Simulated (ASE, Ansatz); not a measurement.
# Localised basis functions on twisted silicene bilayer, 9.43° (148 atoms), part 2 of 2

Wanted: errors and times of a linear-scaling basis for twisted silicene bilayer, 9.43° (148 atoms). A setting counts as converged where the r.m.s. difference of forces stays under 1 % of the r.m.s. force.

Ansatz 0.2.0; Kohn-Sham DFT, PBE+D3(BJ), PAW (set soft_2), plane waves.

The cell: 148 Si. Beside vacuum, support functions can miss their usual error bounds without a warning. Only the Γ point is sampled, in a cell whose shortest periodic width is 20 Å.

So far. Step 2 (Plane-wave single point): Löwdin charges run from +0.02 to +0.09 e, about a mean that is the spilled charge alone. Within 0.4 eV of the Fermi level the largest share is Si p (95 % of the projected weight).

### 3. Local order (continued)

The surroundings of Si127, picked at random, nearest first, numbered as they follow in the input and with coordinates relative to it.

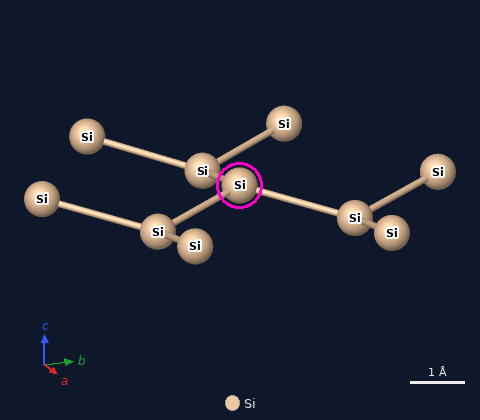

The atoms of the table, within 3.9 Å (arrows a, b, c point along x, y, z); some may hide others; the central atom is ringed.

| atom | x | y | z | distance (Å) | bonds | Löwdin charge (e) | Fx | Fy | Fz (eV/Å) |
| --- | --- | --- | --- | --- | --- | --- | --- | --- | --- |
| Si127 | 0.00 | 0.00 | 0.00 | 0.00 | 3 | 0.08 | -0.46 | -0.11 | 0.09 |
| Si130 | 1.23 | 1.83 | -0.42 | 2.25 | 3 | 0.03 | 0.22 | 0.16 | -0.23 |
| Si128 | 0.94 | -2.02 | -0.42 | 2.27 | 3 | 0.02 | -0.03 | 0.06 | -0.23 |
| Si118 | -2.26 | 0.19 | -0.44 | 2.31 | 3 | 0.02 | 0.33 | 0.00 | -0.19 |
| Si137 | 3.47 | 1.65 | 0.00 | 3.84 | 3 | 0.06 | -0.22 | 0.02 | 0.12 |
| Si135 | 3.16 | -2.19 | 0.00 | 3.85 | 3 | 0.08 | 0.00 | 0.04 | 0.13 |
| Si125 | -0.33 | -3.85 | -0.01 | 3.86 | 3 | 0.09 | -0.26 | 0.24 | 0.15 |
| Si115 | -3.51 | -1.64 | 0.01 | 3.88 | 3 | 0.07 | -0.05 | 0.10 | 0.11 |
| Si129 | 0.30 | 3.87 | 0.00 | 3.89 | 3 | 0.06 | -0.01 | -0.39 | 0.24 |
| Si117 | -3.20 | 2.20 | 0.00 | 3.89 | 3 | 0.06 | 0.32 | 0.26 | 0.10 |

The column of bonds counts only the pairs Si-Si within 2.68 Å; other neighbours, such as metal atoms beside each other in a compound, aren't counted, and periodic images can show an atom twice.

### 4. Support functions medium

The cell is solved in localised support functions. The level medium gives here a grid of 96×96×90 points and a radius of 4.55 Å.

This step: Kohn-Sham DFT, PBE+D3(BJ), PAW (set soft_2), localised support functions (medium) (Ansatz 0.2.0).

input.yaml

```yaml
crystal:
  lattice:
    - [23.4795, 0.0, 0.0]
    - [-11.73975, 20.33384, 0.0]
    - [0.0, 0.0, 20.14]
  atoms:
    [... the 148 atom lines of step 2 ...]
kpoints:
  mp_grid: { grid: [1, 1, 1] }
hamiltonian:
  xc: pbe
  dispersion: d3bj
scf:
  occupations: { method: fermi_dirac, width: 0.025 }
  eigensolver: { kind: { support_functions: { accuracy: medium } } }
  mixing: { beta: 0.4 }
  max_iter: 150
output:
  forces: true
  eigenvalues: true
```

Run with:

```bash
$ ansatz run input.yaml --threads 32 --pin off --max-ram 92160MiB --backend cuda --events-out ev --progress --plain --runs-dir out --max-vram 78GiB
```

Numbers of over 12 decimals in the logs are rounded to 6 here.

The program printed:

```text
Warning: scf.eigensolver.kind.support_functions: disabling space-group detection — the functions' gradient is summed over unrotated k-points, so no spatial operation reduces the k-mesh or symmetrises the density; time reversal is kept, so that k and −k are solved as one point where they differ and the mesh holds both, and exact exchange and, on two spinor components, a DFT+U term hold to it where the run has them: [...]
settings of this run that can trade accuracy for cost: scf.eigensolver.kind.support_functions [...]
[...]
GPU FFT provider: cuFFT
GPU libraries: cuBLAS 13.8.1, cuFFT 12.4.0, cuSOLVER 12.3.2
[...]
Crystal: 148 atoms, lattice volume = 9615.408 Å³
Basis set: ecut = 420 eV, 187999 PW (Γ), exchange–correlation on 320×320×270 points (8 copies of the dense FFT grid, shifted against one another)
Bands: 356, of which v1, the nominal top of the filled ones, is band 296 counted from 1 (295 counted from 0)
Symmetry: 1 space group operations
k-points: 1
[...]
GPU buffer pool allocated for 3456000 grid points (all kernels)
Eigensolver: Support functions (medium, 96×96×90 points, laid for a spacing of at most 0.257060 Å, radius 4.548917 Å, 289 sites without an atom, 0 species' potentials softened for the grid, 1 wholly corrected for its errors in the mean over positions, 1 with the egg-box correction, energy correction by exact trace)
[...]
SCF iter   1: F=—  HF=-94017.353274 eV  |F-HF|=—  |Δ(HF+E_count)|=         —  Δρ=1.94e-2  dr2=3.81e1  ethr=1.00e-1
[...]
SCF iter  14: F=—  HF=-94045.912315 eV  |F-HF|=—  |Δ(HF+E_count)|=   2.55e-3  Δρ=8.17e-6  dr2=2.24e-5  ethr=1.02e-8  κ⁻¹=1.8e-5(r=7)
SCF iter  15: F=-94045.914950 eV  HF=-94045.914468 eV  |F-HF|=4.83e-4  |Δ(HF+E_count)|=   2.15e-3  Δρ=2.72e-6  dr2=2.17e-6  ethr=3.79e-9
SCF 1 converged in 15 iterations: F = -94045.924277 eV  dr2 = 2.17e-6
[...]
SCF converged after 15 iterations
Stability not checked: this state was not tested for a lower state beside it, because the mixer in use, unlike msr1, does not test its closes by its own steps (another_mixer; see scf.mixing.algorithm and scf.lower_state_search)
Free energy (F): -94045.924277 eV
[...]
Internal energy: -94045.794274 eV  (E = F + TS)
E sigma→0 (E₀):  -94045.859275 eV
Entropy (-TS):   -0.130003 eV (-0.878 meV/atom)
Fermi energy:    -1.245584 eV
[...]
Σ components = -94045.924277   (vs F -94045.924277, Δ=0.00e0)
--- Forces (eV/Å), atoms counted from 1 ---
[... 148 lines of forces left out ...]
  max |Σ_I F_I| component: 1.62e-3 eV/Å
--- Band table (eV) ---
[... left out ...]
```

Elapsed: 6 s, on 1 × NVIDIA GB200 with 32 threads of Arm Neoverse V2, shared host; peak memory 2.1 GiB.

That memory is the host's; the program planned up to 7.1 GiB on the GPU.

The program notes that the band table was not solved further than the SCF left it and it switched symmetry off. Further notices: vacuum switching off with vacuum.

Keys that differ from the reference: support_functions.accuracy = "medium", scf.max_iter = 150 and scf.mixing.beta = 0.4.

Forces differ from the reference by 0.11 meV/Å r.m.s., 0.046 % of their size, well within a tolerance of 1 %; the energy by -0.30 meV/atom. The two runs also began from different starting densities, which bears on cycles and time.

### 5. What each setting buys

Each row is set against the plane-wave reference (Kohn-Sham DFT, PBE+D3(BJ), PAW (set soft_2), plane waves; r.m.s. force component 0.238 eV/Å). Energies are set beside the reference only for runs with its functional, potentials and electron count. Times are for 1 × NVIDIA GB200 with 32 threads of Arm Neoverse V2, shared host. The reference's time includes the DOS, which some other runs skip.

| run | Δ force, r.m.s. (meV/Å) | share of r.m.s. force (%) | Δ energy (meV/atom) | cycles | time | host memory (GiB) | planned on the GPU (GiB) |
| --- | --- | --- | --- | --- | --- | --- | --- |
| reference | - | - | - | 10 | 3.8 s | 2.2 | 16 |
| support functions medium | 0.109 | 0.0457 | -0.301 | 15 | 6 s | 2.1 | 7.1 |

### 6. Summary of results

```json
{
 "free energy per atom": "-635.4451 eV/atom",
 "r.m.s. force component": "0.2384 eV/Å",
 "wall time of the 2 DFT runs": "9.9 s"
}
```

Against plane waves at 420 eV, the forces differ by 0.11 meV/Å (0.046 %) with support functions medium. At 148 atoms the run with support functions medium takes roughly 1.6 times the time of plane waves (whose run also made extra analyses, so the like-for-like ratio is larger), in 15 SCF cycles against 10. Differences between support functions and plane waves include what basis error the plane-wave run still has.

No gap is quoted, since levels at the Fermi energy are partly filled. By these cutoffs all Si atoms have 3 bonded neighbours.

Caveats: The geometry was built by rule, was displaced at random and isn't relaxed at this level: its force components are 0.24 eV/Å r.m.s.

[Logs are printed without paths, hosts, clocks, repeated set-up lines and the standing remarks that a program may print on its own settings, such as how far it seeks lower states.]

[Hosts, paths, dates, database ids (printed as entryN), source tags and the programs' standing remarks are cut or masked in the printed files.]
